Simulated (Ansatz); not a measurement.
**BH4NOSi: rigid torsion scan from a Python script**

A script is to give a rigid torsion scan; the system is BH4NOSi. SMILES: N[SiH]1BO1.

Computed with Ansatz 0.2.0, driven from Python. Level of theory: PBE0/def2-SVP.

## Step 1: Starting point

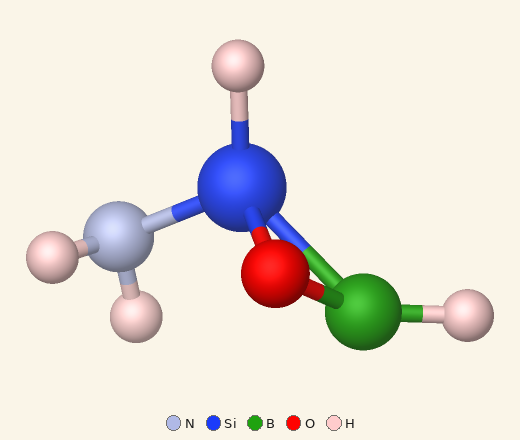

The structure that the script starts from, seen from a chosen angle (nitrogen light blue, silicon blue, boron green, oxygen red, hydrogen pink).

No structure file is read: the coordinates are typed or built in the script.

## Step 2: The code

The input, torsion.py:

```python
"""Rigid torsion scan of BH4NOSi."""

import warnings

import ansatz as az
from ase import Atoms

warnings.simplefilter("ignore", az.DeckWarning)

atoms = Atoms(["N", "Si", "B", "O", "H", "H", "H", "H"], positions=[
    (-0.9124, 1.2546, 0.1701),
    (0.5538, 0.3488, 0.1437),
    (0.3961, -1.4055, -0.8054),
    (0.3098, -1.2012, 0.6452),
    (-1.4191, 1.1129, 1.0608),
    (-1.5837, 0.9091, -0.5766),
    (1.6927, 0.8561, 0.9738),
    (1.0551, -1.932, -1.6674),
])

# start the scan from a relaxed geometry
first = (
    az.Crystal.molecule_from_ase(atoms).calculation()
    .basis(gaussian="def2-SVP")  # atom-centred Gaussian functions
    .functional("pbe0")
    .relax(force_tolerance=0.02, max_steps=80)  # relax until the tolerances are met
)
atoms.positions = first.run(threads=1, pin="off").report["positions_ang"]

start = atoms.get_dihedral(2, 1, 0, 4)
energies = {}
for turn in range(0, 360, 30):
    turned = atoms.copy()
    turned.set_dihedral(2, 1, 0, 4, start + turn, indices=[0, 4, 5])
    calc = az.Crystal.molecule_from_ase(turned).calculation().basis(gaussian="def2-SVP").functional("pbe0")
    energies[round((start + turn) % 360)] = calc.run(threads=1, pin="off").report["free_energy_ev"]
floor = min(energies.values())
print("dihedral B2-Si1-N0-H4 (deg)   E - E(min) (kcal/mol)")
for angle, e in sorted(energies.items()):
    print(f"{angle:8d} {23.060548 * (e - floor):14.3f}  " + "#" * int(30 * (e - floor) / max(max(energies.values()) - floor, 1e-9)))
```

## Step 3: The calls as engine input

The engine receives this input (first run):

```yaml
crystal:
  periodic: [false, false, false]
  atoms:
    - { symbol: "N", position_ang: [-0.9124, 1.2546, 0.1701] }
    - { symbol: Si, position_ang: [0.5538, 0.3488, 0.1437] }
    - { symbol: B, position_ang: [0.3961, -1.4055, -0.8054] }
    - { symbol: O, position_ang: [0.3098, -1.2012, 0.6452] }
    - { symbol: H, position_ang: [-1.4191, 1.1129, 1.0608] }
    - { symbol: H, position_ang: [-1.5837, 0.9091, -0.5766] }
    - { symbol: H, position_ang: [1.6927, 0.8561, 0.9738] }
    - { symbol: H, position_ang: [1.0551, -1.932, -1.6674] }
basis:
  gaussian:
    orbitals: def2-SVP
hamiltonian:
  xc: pbe0
relax:
  f_tol: 0.02
  max_steps: 80
```

## Step 4: Running it

Started as:

```
$ python torsion.py
```

The program printed:

```text
dihedral B2-Si1-N0-H4 (deg)   E - E(min) (kcal/mol)
      23          6.539  #####################
      53          8.822  ############################
      83          6.496  #####################
     113          2.099  ######
     143          0.000
     173          2.149  #######
     203          6.705  ######################
     233          9.129  ##############################
     263          6.861  ######################
     293          2.587  ########
     323          0.476  #
     353          2.337  #######
```

Wall time 56 s (1 thread of Arm Neoverse V2, shared host); peak memory 0.22 GiB.

A comment line of the script is reworded here; the code is as run.

## Step 5: How the relaxation of run 0 went

Relaxation path:

```csv
step,energy from step 1 (eV),largest force component (eV/Å)
1,0.0000,4.7680
2,-1.1042,2.1594
3,-1.5182,1.2699
4,-1.5624,0.9832
5,-1.6424,0.3140
6,-1.6400,0.8128
7,-1.6535,0.7756
8,-1.6656,0.1763
9,-1.6690,0.0765
10,-1.6693,0.0326
11,-1.6694,0.0086
```

Step 1 is the start. Step 6 was tried and not accepted.

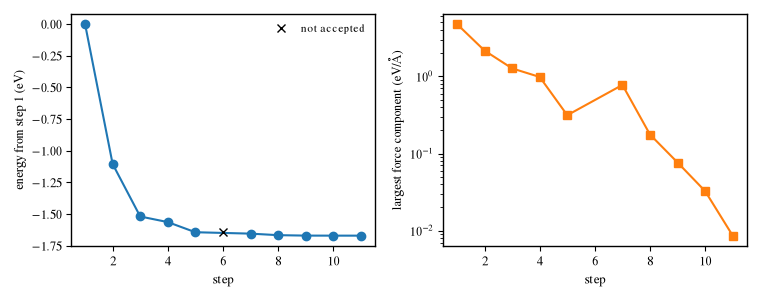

Energy and largest force along the relaxation.

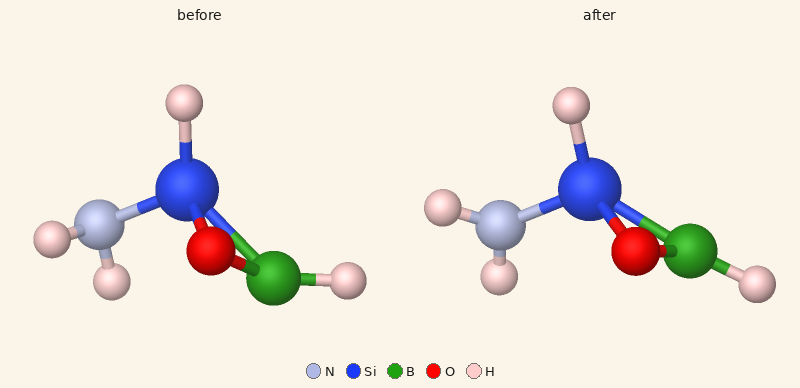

Before and after, at one scale.

Before: Bond lengths: N1–Si2 1.724 Å, Si2–B3 2.001 Å, Si2–O4 1.647 Å, B3–O4 1.467 Å, N1–H5 1.034 Å, N1–H6 1.062 Å, Si2–H7 1.498 Å, B3–H8 1.206 Å. Angles: N1–Si2–B3 113.6°, N1–Si2–O4 111.3°, N1–Si2–H7 117.4°, B3–Si2–O4 46.2°, B3–Si2–H7 128.3°, O4–Si2–H7 105.2°, Si2–N1–H5 111.0°, Si2–N1–H6 110.9°, H5–N1–H6 104.6°, Si2–B3–O4 54.1°, Si2–B3–H8 132.7°, O4–B3–H8 143.1°, Si2–O4–B3 79.7°.

After: Bond lengths: N1–Si2 1.705 Å, Si2–B3 1.905 Å, Si2–O4 1.803 Å, B3–O4 1.335 Å, N1–H5 1.013 Å, N1–H6 1.012 Å, Si2–H7 1.484 Å, B3–H8 1.205 Å. Angles: N1–Si2–B3 126.7°, N1–Si2–O4 118.0°, N1–Si2–H7 107.5°, B3–Si2–O4 42.1°, B3–Si2–H7 125.1°, O4–Si2–H7 107.3°, Si2–N1–H5 122.5°, Si2–N1–H6 122.8°, H5–N1–H6 112.6°, Si2–B3–O4 64.9°, Si2–B3–H8 163.6°, O4–B3–H8 131.5°, Si2–O4–B3 73.0°.

Run 0 is this relaxation; the runs after it count from 1.

## Step 6: The engine's runs

One row for each of the 12 runs:

```tsv
run	turn (°)	energy from run 1 (eV)	SCF cycles	CPU time (s)
1	0	0.0000	16	1.7
2	30	0.0932	16	1.7
3	60	0.2908	16	1.7
4	90	0.3959	15	1.6
5	120	0.2975	15	1.6
6	150	0.1122	15	1.6
7	180	0.0206	16	1.7
8	210	0.1014	16	1.7
9	240	0.2836	15	1.6
10	270	0.3826	15	1.6
11	300	0.2817	15	1.6
12	330	0.0910	16	1.7
```

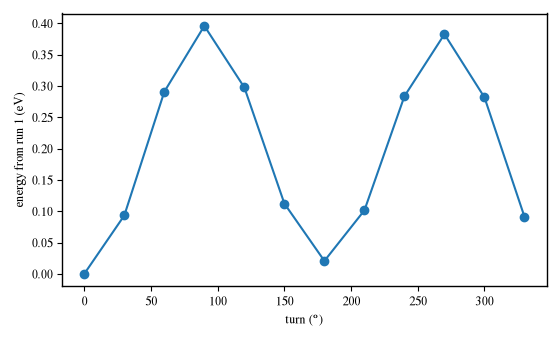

Energy against turn; lines join the points.

## Step 7: Outcome

| quantity | value |
| --- | --- |
| runs compared | 12 |
| range of energy | 0.396 eV |
| lowest point, turn (°) | 0 |

**Reading.** The lowest point lies at a turn of 0°, the highest 0.396 eV (38.2 kJ/mol) above it at 90°. The grid can miss the true lowest and highest points, and the rest of the molecule is held rigid. Run 0: After 9 moves the largest shift is 0.508 Å, of atom 5 (H). The scan is rigid and the energies are electronic, in a modest basis. With rigid groups the curve can differ much from the relaxed path, the start wasn't checked as a minimum of this torsion, and equivalent turns needn't return to the same energy.
